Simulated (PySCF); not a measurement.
# CHClF4Si: electronic excitations at several levels of theory

How much do the electronic excitations of CHClF4Si (`F[C@H](Cl)[Si](F)(F)F`) depend on the level of theory, and what does each level cost?

Programs: PySCF 2.14.0, with density-fitted response routines of our own. Each step states its level of theory. These are calculated values for one molecule in the gas phase, unless marked as measured. Atoms count from 0, in the outputs and in this text.

## Step 1: Starting geometry

8 atoms, charge 0, multiplicity 1; geometry from: GFN2-xTB. The atoms were then displaced at random by about 0.01 Å, so the start is not that level's minimum.

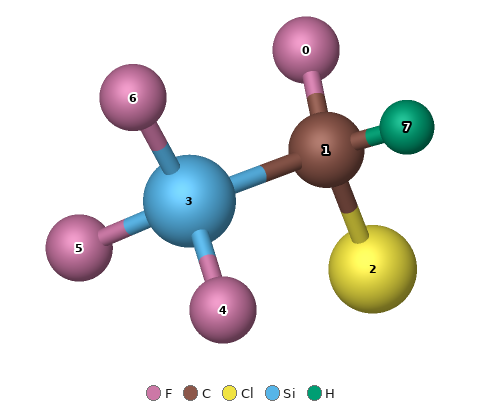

As it starts; fluorine pink, carbon brown, chlorine yellow, silicon blue, hydrogen teal, atoms numbered.

## Step 2: Relaxing the molecule at PBE0-D3(BJ)/def2-SVP

Job settings and geometry (Å):

```
{"job": {"xc": "PBE0", "basis": "def2-SVP", "d3": "d3bj", "grid": 1, "shake": 0.01, "kind": "geom"}, "charge": 0, "multiplicity": 1}
F      1.205260     1.283190    -0.880590
C      0.926520     0.309670     0.009410
Cl     1.901100    -1.116810    -0.454030
Si    -0.877520    -0.171360     0.048080
F     -1.162750    -1.207290     1.214190
F     -1.420040    -0.841710    -1.281430
F     -1.852220     1.055570     0.321780
H      1.334790     0.669620     0.970130
```

Command:

```sh
$ OMP_NUM_THREADS=1 python probes_run.py task.json out
```

One launch serves the whole session: the jobs run in the order shown.

Output:

```text
step   0  E = -1186.67644254  max force = 0.021156
step   1  E = -1186.67787536  max force = 0.018503
step   2  E = -1186.67995491  max force = 0.003115
step   3  E = -1186.68010130  max force = 0.000769
step   4  E = -1186.68017337  max force = 0.001504
step   5  E = -1186.68019481  max force = 0.000806
step   6  E = -1186.68020990  max force = 0.000395
step   7  E = -1186.68022382  max force = 0.001248
step   8  E = -1186.68023523  max force = 0.001327
step   9  E = -1186.68024543  max force = 0.000543
step  10  E = -1186.68025030  max force = 0.000190
optimisation converged
```

Run time: 58 s. Hardware: 1 thread of Arm Neoverse V1, shared host; peak memory 0.45 GiB.

Relaxation path:

| step | energy from step 0 (eV) | largest force component (eV/Å) |
| --- | --- | --- |
| 0 | 0.0000 | 1.0879 |
| 1 | -0.0390 | 0.9515 |
| 2 | -0.0956 | 0.1602 |
| 3 | -0.0996 | 0.0395 |
| 4 | -0.1015 | 0.0773 |
| 5 | -0.1021 | 0.0414 |
| 6 | -0.1025 | 0.0203 |
| 7 | -0.1029 | 0.0642 |
| 8 | -0.1032 | 0.0682 |
| 9 | -0.1035 | 0.0279 |
| 10 | -0.1036 | 0.0098 |

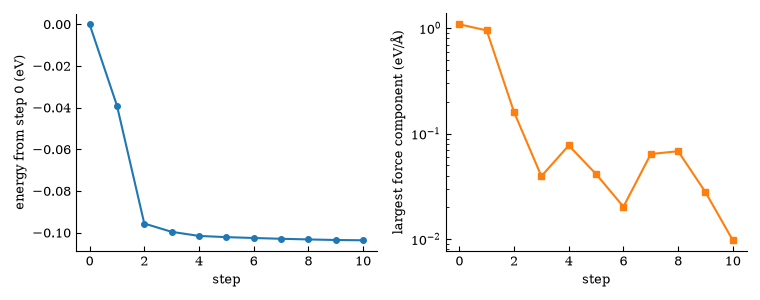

Energy and largest force along the relaxation.

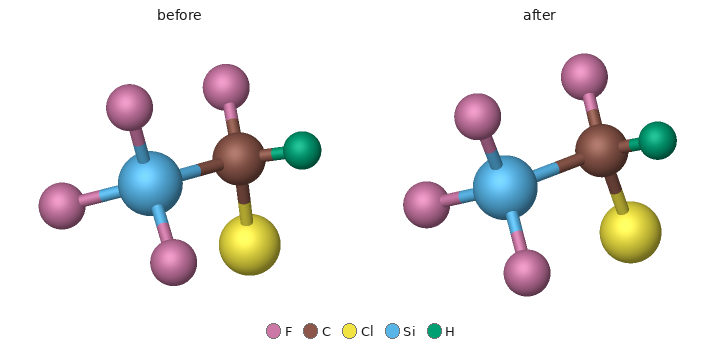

Before and after, at one scale.

Close pairs (by a distance rule), those that changed most:

| bond | before (Å) | after (Å) | change (Å) |
| --- | --- | --- | --- |
| C1–Si3 | 1.867 | 1.881 | +0.014 |
| Si3–F4 | 1.586 | 1.596 | +0.010 |
| Si3–F5 | 1.585 | 1.594 | +0.009 |
| F0–C1 | 1.348 | 1.356 | +0.008 |
| Si3–F6 | 1.591 | 1.598 | +0.007 |
| C1–Cl2 | 1.789 | 1.782 | -0.007 |
| C1–H7 | 1.104 | 1.102 | -0.002 |

The final coordinates are the input of the step that follows.

| at the end point | value |
| --- | --- |
| point group (found at 0.08 Å tolerance) | C1 |
| rotational constants (GHz, main isotopes) | 2.471, 1.317, 1.112 |
| dipole moment (D) | 1.51 |

## Step 3: Ultraviolet spectrum: PBE0/def2-TZVP

Job settings and geometry (Å):

```
{"job": {"kind": "uv", "xc": "PBE0", "basis": "def2-TZVP"}, "charge": 0, "multiplicity": 1}
F     -0.571292     1.233410    -0.582087
C     -0.751895     0.231655     0.314090
Cl     0.420595    -1.080284     0.031628
Si    -2.481571    -0.488666     0.143076
F     -2.698215    -1.639460     1.227629
F     -2.722300    -1.085327    -1.315012
F     -3.570368     0.650637     0.407587
H     -0.551565     0.617052     1.327325
```

With the program's defaults for keys left out, this is: TDDFT PBE0/def2-TZVP, vertical, gas phase, core orbitals frozen in the response.

Output:

```text
coarse grid: 9304 points
cycle   1  E = -1187.3275017243  dE =  8.132e-01  |g| = 9.945e-01  |ddm| = 2.565e+00
cycle   2  E = -1187.0779550596  dE =  2.495e-01  |g| = 1.632e+00  |ddm| = 1.193e+00
cycle   3  E = -1187.4856585187  dE = -4.077e-01  |g| = 5.501e-02  |ddm| = 7.297e-01
cycle   4  E = -1187.4859699152  dE = -3.114e-04  |g| = 3.966e-02  |ddm| = 6.010e-02
cycle   5  E = -1187.4862606157  dE = -2.907e-04  |g| = 9.397e-03  |ddm| = 2.357e-02
cycle   6  E = -1187.4862733219  dE = -1.271e-05  |g| = 2.102e-03  |ddm| = 5.763e-03
cycle   7  E = -1187.4862739519  dE = -6.300e-07  |g| = 5.731e-04  |ddm| = 1.531e-03
final grid: 86672 points
cycle   8  E = -1187.4982596933  dE = -6.316e-05  |g| = 5.527e-03  |ddm| = 2.279e-02
cycle   9  E = -1187.4982573614  dE =  2.332e-06  |g| = 6.387e-03  |ddm| = 6.982e-03
cycle  10  E = -1187.4982649833  dE = -7.622e-06  |g| = 1.006e-03  |ddm| = 3.789e-03
cycle  11  E = -1187.4982651389  dE = -1.557e-07  |g| = 2.285e-04  |ddm| = 6.792e-04
cycle  12  E = -1187.4982651457  dE = -6.808e-09  |g| = 9.296e-05  |ddm| = 1.430e-04
cycle  13  E = -1187.4982651470  dE = -1.248e-09  |g| = 1.746e-05  |ddm| = 5.356e-05
cycle  14  E = -1187.4982651471  dE = -5.866e-11  |g| = 2.968e-06  |ddm| = 1.333e-05
converged SCF energy = -1187.4982651471

Static polarisability (au): isotropic 44.531, principal 38.500 41.629 53.464

Singlet excitations
state   eV       nm        f      main configurations
  1   6.9844    177.5   0.01377   H->L 0.96
  2   7.7473    160.0   0.00777   H-1->L 0.88, H->L+1 0.09
  3   7.8031    158.9   0.00769   H->L+1 0.88, H-1->L 0.09
  4   8.4014    147.6   0.00506   H->L+2 0.94
  5   8.7175    142.2   0.00319   H-1->L+1 0.82, H-2->L 0.15
  6   9.1170    136.0   0.05094   H-2->L 0.55, H-1->L+2 0.20, H-3->L 0.12
  7   9.2682    133.8   0.00580   H-1->L+2 0.67, H-3->L 0.15, H-2->L 0.10
  8   9.4489    131.2   0.03521   H->L+3 0.85
  9   9.5355    130.0   0.00843   H-2->L+1 0.77, H->L+4 0.09
 10   9.6601    128.3   0.03149   H->L+4 0.80, H-2->L+1 0.11

Triplet excitations (Tamm-Dancoff, eV): 6.1670 6.8406 7.2422 7.9393
```

It took 45 s on 1 thread of Arm Neoverse V1, shared host; peak memory 0.89 GiB.

Frontier orbitals and where they lie:

| orbital | eV | atoms |
| --- | --- | --- |
| HOMO−3 | -11.57 | F0 45 %, Cl2 24 %, C1 18 % |
| HOMO−2 | -10.97 | Cl2 34 %, F0 30 %, C1 20 % |
| HOMO−1 | -9.86 | Cl2 88 %, C1 6 % |
| HOMO | -9.08 | Cl2 62 %, C1 16 %, Si3 8 % |
| LUMO | -0.35 | Cl2 40 %, C1 31 %, Si3 18 % |
| LUMO+1 | 0.23 | Si3 40 %, C1 32 %, F0 8 % |
| LUMO+2 | 0.72 | Si3 49 %, C1 16 %, H7 13 % |

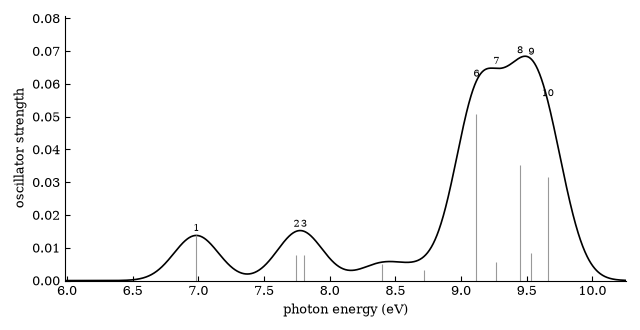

Absorption spectrum from the 10 singlet states computed; above the last one it falls off for lack of states. Lines are broadened to a width of 0.40 eV (Gaussian).

Ground-state properties from the same run:

| property | computed |
| --- | --- |
| dipole moment (D) | 1.47 |
| polarisability (Å³) | 6.60 |
| HOMO–LUMO gap (eV) | 8.74 |
| −ε(HOMO) (eV) | 9.08 |

## Step 4: Excited states and response: PBE0/aug-cc-pVDZ

Settings changed since step 3:

```diff
@@ -1,2 +1,2 @@
-{"job": {"kind": "uv", "xc": "PBE0", "basis": "def2-TZVP"}, "charge": 0, "multiplicity": 1}
+{"job": {"kind": "uv", "xc": "PBE0", "basis": "aug-cc-pVDZ"}, "charge": 0, "multiplicity": 1}
 F     -0.571292     1.233410    -0.582087
```

With the program's defaults for keys left out, this is: TDDFT PBE0/aug-cc-pVDZ, vertical, gas phase, core orbitals frozen in the response.

Output:

```text
coarse grid: 9304 points
cycle   1  E = -1187.1559236615  dE =  8.690e-01  |g| = 9.064e-01  |ddm| = 5.365e+00
cycle   2  E = -1186.9411605908  dE =  2.148e-01  |g| = 1.459e+00  |ddm| = 3.123e+00
cycle   3  E = -1187.3024255752  dE = -3.613e-01  |g| = 5.316e-02  |ddm| = 1.807e+00
cycle   4  E = -1187.3028537200  dE = -4.281e-04  |g| = 3.298e-02  |ddm| = 1.588e-01
cycle   5  E = -1187.3030654131  dE = -2.117e-04  |g| = 8.738e-03  |ddm| = 5.350e-02
cycle   6  E = -1187.3030778426  dE = -1.243e-05  |g| = 1.689e-03  |ddm| = 1.385e-02
cycle   7  E = -1187.3030783586  dE = -5.160e-07  |g| = 4.937e-04  |ddm| = 3.065e-03
final grid: 86672 points
cycle   8  E = -1187.3155568055  dE = -2.305e-05  |g| = 5.074e-03  |ddm| = 5.806e-02
cycle   9  E = -1187.3155516179  dE =  5.188e-06  |g| = 7.285e-03  |ddm| = 1.900e-02
cycle  10  E = -1187.3155626129  dE = -1.099e-05  |g| = 6.321e-04  |ddm| = 1.009e-02
cycle  11  E = -1187.3155626956  dE = -8.273e-08  |g| = 1.417e-04  |ddm| = 1.293e-03
cycle  12  E = -1187.3155626985  dE = -2.884e-09  |g| = 5.533e-05  |ddm| = 2.477e-04
cycle  13  E = -1187.3155626992  dE = -7.039e-10  |g| = 1.291e-05  |ddm| = 9.811e-05
converged SCF energy = -1187.3155626992

Static polarisability (au): isotropic 49.348, principal 43.409 46.791 57.842

Singlet excitations
state   eV       nm        f      main configurations
  1   6.9162    179.3   0.01507   H->L 0.81, H->L+1 0.15
  2   7.5364    164.5   0.00112   H->L+1 0.77, H->L 0.13
  3   7.6674    161.7   0.00662   H-1->L 0.81, H-1->L+1 0.13
  4   7.8742    157.5   0.00371   H->L+2 0.88
  5   8.3958    147.7   0.02930   H-1->L+1 0.83, H-1->L 0.12
  6   8.5484    145.0   0.04252   H->L+3 0.94
  7   8.7038    142.4   0.00417   H-1->L+2 0.72, H-2->L 0.16
  8   8.8968    139.4   0.03336   H->L+4 0.82
  9   9.0476    137.0   0.05294   H-2->L 0.63, H-1->L+2 0.11, H-3->L 0.11
 10   9.3353    132.8   0.00173   H-1->L+3 0.95

Triplet excitations (Tamm-Dancoff, eV): 6.1871 6.8624 7.1719 7.5650
```

It took 30 s on 1 thread of Arm Neoverse V1, shared host; peak memory 0.76 GiB.

Key values: HOMO -9.17 eV, LUMO -0.69 eV; lowest singlet 6.92 eV.

## Step 5: Excited states and response: PBE0/def2-TZVPD

Settings changed since step 4:

```diff
@@ -1,2 +1,2 @@
-{"job": {"kind": "uv", "xc": "PBE0", "basis": "aug-cc-pVDZ"}, "charge": 0, "multiplicity": 1}
+{"job": {"kind": "uv", "xc": "PBE0", "basis": "def2-TZVPD"}, "charge": 0, "multiplicity": 1}
 F     -0.571292     1.233410    -0.582087
```

Method: TDDFT PBE0/def2-TZVPD, vertical, gas phase, core orbitals frozen in the response.

Output:

```text
coarse grid: 9304 points
cycle   1  E = -1187.3297752473  dE =  8.193e-01  |g| = 9.977e-01  |ddm| = 2.510e+00
cycle   2  E = -1187.0755442862  dE =  2.542e-01  |g| = 1.644e+00  |ddm| = 1.402e+00
cycle   3  E = -1187.4887662239  dE = -4.132e-01  |g| = 5.501e-02  |ddm| = 8.523e-01
cycle   4  E = -1187.4890839422  dE = -3.177e-04  |g| = 3.910e-02  |ddm| = 6.618e-02
cycle   5  E = -1187.4893634964  dE = -2.796e-04  |g| = 9.709e-03  |ddm| = 2.573e-02
cycle   6  E = -1187.4893769325  dE = -1.344e-05  |g| = 2.206e-03  |ddm| = 5.968e-03
cycle   7  E = -1187.4893776302  dE = -6.977e-07  |g| = 5.906e-04  |ddm| = 1.758e-03
final grid: 86672 points
cycle   8  E = -1187.5013651793  dE = -6.443e-05  |g| = 5.580e-03  |ddm| = 5.618e-02
cycle   9  E = -1187.5013627557  dE =  2.424e-06  |g| = 6.467e-03  |ddm| = 7.476e-03
cycle  10  E = -1187.5013705881  dE = -7.832e-06  |g| = 1.012e-03  |ddm| = 4.086e-03
cycle  11  E = -1187.5013707459  dE = -1.577e-07  |g| = 2.332e-04  |ddm| = 7.336e-04
cycle  12  E = -1187.5013707530  dE = -7.175e-09  |g| = 9.341e-05  |ddm| = 1.588e-04
cycle  13  E = -1187.5013707543  dE = -1.265e-09  |g| = 1.835e-05  |ddm| = 5.670e-05
cycle  14  E = -1187.5013707544  dE = -5.934e-11  |g| = 3.101e-06  |ddm| = 1.501e-05
converged SCF energy = -1187.5013707544

Static polarisability (au): isotropic 50.124, principal 44.343 47.571 58.459

Singlet excitations
state   eV       nm        f      main configurations
  1   6.8177    181.9   0.01326   H->L 0.89
  2   7.5395    164.4   0.00238   H->L+1 0.73, H->L+2 0.09, H-1->L 0.09
  3   7.5909    163.3   0.00525   H-1->L 0.81, H->L+1 0.09
  4   7.8923    157.1   0.00364   H->L+2 0.84, H->L+1 0.08
  5   8.4412    146.9   0.02597   H-1->L+1 0.87
  6   8.6562    143.2   0.05288   H->L+3 0.67, H-1->L+2 0.17, H-2->L 0.09
  7   8.7266    142.1   0.01935   H-1->L+2 0.49, H->L+3 0.28, H-2->L 0.14
  8   8.9907    137.9   0.05496   H-2->L 0.43, H-3->L 0.17, H-1->L+2 0.17
  9   9.0276    137.3   0.02503   H->L+4 0.70, H-2->L 0.13
 10   9.2235    134.4   0.02667   H->L+5 0.82

Triplet excitations (Tamm-Dancoff, eV): 6.0601 6.7259 7.1147 7.5826
```

It took 68 s on 1 thread of Arm Neoverse V1, shared host; peak memory 1.1 GiB.

This run: HOMO -9.14 eV, LUMO -0.67 eV; lowest singlet 6.82 eV.

## Step 6: Ultraviolet spectrum: PBE0/6-31+G*

Settings changed since step 5:

```diff
@@ -1,2 +1,2 @@
-{"job": {"kind": "uv", "xc": "PBE0", "basis": "def2-TZVPD"}, "charge": 0, "multiplicity": 1}
+{"job": {"kind": "uv", "xc": "PBE0", "basis": "6-31+G*"}, "charge": 0, "multiplicity": 1}
 F     -0.571292     1.233410    -0.582087
```

With the program's defaults for keys left out, this is: TDDFT PBE0/6-31+G*, vertical, gas phase, core orbitals frozen in the response.

Output:

```text
coarse grid: 9304 points
cycle   1  E = -1187.1132386579  dE =  8.380e-01  |g| = 8.854e-01  |ddm| = 2.942e+00
cycle   2  E = -1186.9145732342  dE =  1.987e-01  |g| = 1.415e+00  |ddm| = 1.946e+00
cycle   3  E = -1187.2550495940  dE = -3.405e-01  |g| = 4.498e-02  |ddm| = 1.156e+00
cycle   4  E = -1187.2553928840  dE = -3.433e-04  |g| = 2.636e-02  |ddm| = 7.793e-02
cycle   5  E = -1187.2555260492  dE = -1.332e-04  |g| = 8.352e-03  |ddm| = 2.699e-02
cycle   6  E = -1187.2555371880  dE = -1.114e-05  |g| = 1.589e-03  |ddm| = 7.681e-03
cycle   7  E = -1187.2555376806  dE = -4.927e-07  |g| = 3.834e-04  |ddm| = 2.110e-03
final grid: 86672 points
cycle   8  E = -1187.2432635389  dE = -1.802e-05  |g| = 5.780e-03  |ddm| = 2.135e-02
cycle   9  E = -1187.2432566307  dE =  6.908e-06  |g| = 8.516e-03  |ddm| = 1.190e-02
cycle  10  E = -1187.2432707383  dE = -1.411e-05  |g| = 5.969e-04  |ddm| = 7.050e-03
cycle  11  E = -1187.2432708187  dE = -8.044e-08  |g| = 1.153e-04  |ddm| = 8.940e-04
cycle  12  E = -1187.2432708205  dE = -1.805e-09  |g| = 5.258e-05  |ddm| = 1.847e-04
cycle  13  E = -1187.2432708212  dE = -6.789e-10  |g| = 1.223e-05  |ddm| = 9.346e-05
converged SCF energy = -1187.2432708212

Static polarisability (au): isotropic 43.939, principal 38.180 40.813 52.824

Singlet excitations
state   eV       nm        f      main configurations
  1   6.9467    178.5   0.01336   H->L 0.87, H->L+1 0.10
  2   7.6160    162.8   0.00239   H->L+1 0.81, H->L 0.08
  3   7.6677    161.7   0.00545   H-1->L 0.84, H-1->L+1 0.09
  4   7.9328    156.3   0.00280   H->L+2 0.89
  5   8.4621    146.5   0.02848   H-1->L+1 0.86, H-1->L 0.08
  6   8.7174    142.2   0.01277   H-1->L+2 0.63, H-2->L 0.18, H->L+3 0.12
  7   8.8010    140.9   0.04632   H->L+3 0.83, H-1->L+2 0.12
  8   9.0517    137.0   0.05967   H-2->L 0.53, H-3->L 0.17, H-1->L+2 0.12
  9   9.1233    135.9   0.02367   H->L+4 0.81, H-2->L 0.09
 10   9.4206    131.6   0.00996   H-2->L+1 0.63, H-2->L+2 0.23

Triplet excitations (Tamm-Dancoff, eV): 6.1794 6.8335 7.2302 7.6352
```

Run time: 20 s. Hardware: 1 thread of Arm Neoverse V1, shared host; peak memory 0.65 GiB.

Key values: HOMO -9.23 eV, LUMO -0.70 eV; lowest singlet 6.95 eV.

## Step 7: Run by run: electronic excitations

Excitations and ground-state properties, with basis size and wall time:

| run | lowest singlet (eV) | brightest (eV) | f | gap (eV) | α (Å³) | μ (D) | functions | time |
| --- | --- | --- | --- | --- | --- | --- | --- | --- |
| PBE0/def2-TZVP | 6.98 | 9.12 | 0.051 | 8.74 | 6.60 | 1.47 | 235 | 45 s |
| PBE0/aug-cc-pVDZ | 6.92 | 9.05 | 0.053 | 8.49 | 7.31 | 1.52 | 178 | 30 s |
| PBE0/def2-TZVPD | 6.82 | 8.99 | 0.055 | 8.47 | 7.43 | 1.46 | 295 | 68 s |
| PBE0/6-31+G* | 6.95 | 9.05 | 0.060 | 8.53 | 6.51 | 1.57 | 136 | 20 s |

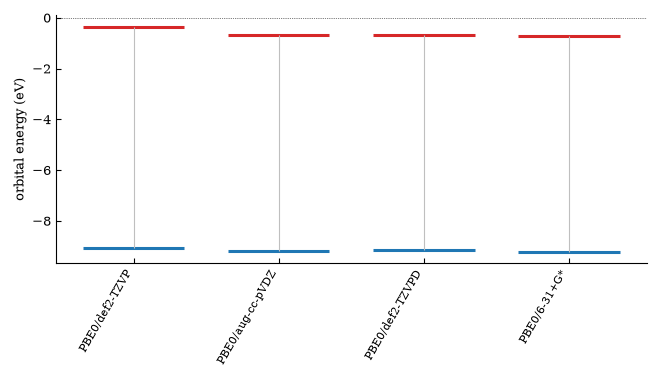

HOMO (blue) and LUMO (red) run by run.

## Step 8: What came out

```
                                quantity                        value
                             point group                           C1
    rotational constants (main isotopes)         2.47, 1.32, 1.11 GHz
         lowest singlet (PBE0/def2-TZVP)  6.98 eV (178 nm), f = 0.014
brightest single state of those computed  state 6, 9.12 eV, f = 0.051
                          lowest triplet                      6.17 eV
             range of the lowest singlet              6.82 to 6.98 eV
```

What this shows: Single values in the summary come from the first sound run of each kind (PBE0/def2-TZVP), which need not be the best level. The start of the PBE0/def2-SVP relaxation was shaken at random by about 0.01 Å, so part of the energy gained, and of the first lengths quoted, undoes that. Over 10 steps the energy fell by 0.104 eV; of the close pairs, C1–Si3 changed most, 1.867 to 1.881 Å. No frequency check was run at this level, so the end point may be a saddle. The lowest singlet, at 6.98 eV, is HOMO→LUMO 0.96 and is weak; of the 10 states computed, the strongest absorption comes from state 6 at 9.12 eV (the last state computed absorbs too, and its partners may lie past the list). The lowest triplet lies 0.82 eV below the lowest singlet (triplets in Tamm-Dancoff, singlets in full TDDFT). At PBE0/def2-TZVP, states above −ε(HOMO) (9.08 eV) lie where TDDFT describes them poorly and they hang on the basis; the brightest is among them. The basis of PBE0/def2-TZVP has no diffuse functions, so Rydberg states are missing and the high states are unreliable. The lowest singlet runs from 6.82 eV (PBE0/def2-TZVPD) to 6.98 eV (PBE0/def2-TZVP), while the orbital gap spans 8.47 to 8.74 eV. The lowest state need not be the same one in every run.
